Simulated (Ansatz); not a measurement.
**BrF (bromine fluoride): PBE0/STO-3G**

Aim: the vertical ionisation energy of BrF (bromine fluoride) at PBE0/STO-3G, from 2 runs. 

The calculation is run with Ansatz 0.2.0.

44 further runs of the same task are left out: 6 that didn't finish, 38 set aside as unsound or not needed.

## (1) Starting point

BrF has 2 atoms, charge 0, and is taken as a singlet. SMILES: `FBr`. The shape is that of a PBE0-D4/def2-TZVP optimisation.

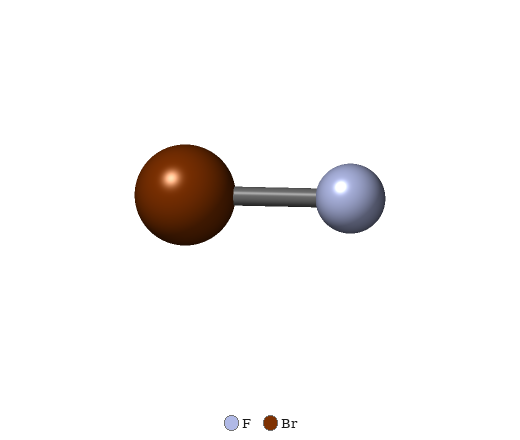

The structure, seen from a chosen angle (fluorine light blue, bromine brown).

## (2) The energy at PBE0/STO-3G

The input, molecule.yaml:

```yaml
crystal:
  periodic: [false, false, false]
  atoms:
    - {symbol: F, position_ang: [-0.000000, -0.000000, 0.023210]}
    - {symbol: Br, position_ang: [0.000000, 0.000000, 1.776730]}
basis:
  gaussian:
    orbitals: STO-3G
hamiltonian:
  xc: pbe0
accuracy: high
```

Run with:

```sh
$ ansatz run molecule.yaml --threads 1 --pin off --max-ram 3480MiB --events-out events.jsonl --progress --plain --runs-dir runs
```

Output:

```text
Warning: RAYON_NUM_THREADS=1 ignored (pool sized by the plan → 1); use --threads N
Functional definition: PBE0
  name "PBE0"
  parameter a = 0.25
  parameter kappa = 0.804
  parameter beta = 0.06672455060314922
  exchange = (1 - a)*pbe_x(kappa = kappa, mu = beta*pi^2/3) + a*exact_x
  correlation = pbe_c(beta = beta)
296 factors; integrals over basis functions are off by at most 8.4e-9 eV
mean field evaluation 1: about -71947.5314 eV, gradient 5.4e0 eV
mean field evaluation 2: about -71947.6399 eV, gradient 2.1e0 eV
mean field evaluation 4: about -71947.6596 eV, gradient 1.4e-2 eV
mean field evaluation 8: about -71947.6727 eV, gradient 2.2e-4 eV
mean field -71947.67269212 eV, -2644.0282035512 hartree, gradient 3.4e-9 eV, S^2 0.000000; 0 other end points of the search recorded, 0 dependent functions left out
reference -71947.67269277 eV, -2644.0282035750 hartree; 22, 22 occupied and 1, 1 virtual orbitals, 296 factors
Total energy: -71947.67269277 eV, -2644.0282035750 hartree
```

It took 0.4 s on 1 thread of Intel Xeon 6975P-C (Granite Rapids), shared host.

## (3) The doublet cation at the same level

The input, job.yaml:

```yaml
crystal:
  periodic: [false, false, false]
  atoms:
    - {symbol: F, position_ang: [-0.000000, -0.000000, 0.023210]}
    - {symbol: Br, position_ang: [0.000000, 0.000000, 1.776730]}
basis:
  gaussian:
    orbitals: STO-3G
total_charge: 1
magnetization:
  spin_polarized: true
  initial_magnetization: 1
hamiltonian:
  xc: {name: PBE0}
accuracy: high
```

Run with:

```sh
$ ansatz run job.yaml --threads 1 --pin off --max-ram 3480MiB --events-out events.jsonl --progress --plain --runs-dir runs
```

Output, shortened:

```text
Warning: RAYON_NUM_THREADS=1 ignored (pool sized by the plan → 1); use --threads N
[... 7 set-up lines as earlier in the session ...]
296 factors; integrals over basis functions are off by at most 8.4e-9 eV
mean field evaluation 1: about -71933.9565 eV, gradient 2.0e1 eV
mean field evaluation 2: about -71918.7790 eV, gradient 4.1e1 eV
mean field evaluation 4: about -71938.5767 eV, gradient 1.1e0 eV
mean field evaluation 8: about -71938.5954 eV, gradient 7.1e-2 eV
mean field evaluation 16: about -71938.5954 eV, gradient 1.2e-7 eV
mean field -71938.59543429 eV, -2643.6946204790 hartree, gradient 1.7e-9 eV, S^2 0.750120; 0 other end points of the search recorded, 0 dependent functions left out
reference -71938.59543491 eV, -2643.6946205018 hartree; 22, 21 occupied and 1, 2 virtual orbitals, 296 factors
Total energy: -71938.59543491 eV, -2643.6946205018 hartree
```

Run time: 0.76 s. Hardware: 1 thread of Intel Xeon 6975P-C (Granite Rapids), shared host; peak memory 0.14 GiB.

## (4) What came out

At PBE0/STO-3G:

| quantity | value |
| --- | --- |
| singlet BrF: total energy | -2644.02820 Eh |
| doublet cation: total energy | -2643.69462 Eh |
| doublet cation: ⟨S²⟩ | 0.750 |
| vertical ionisation energy (to the doublet cation) | 9.077 eV |

In words: Removing an electron at fixed nuclei costs 9.08 eV (876 kJ/mol). In a minimal basis such a difference can be off by several eV, whatever the method.
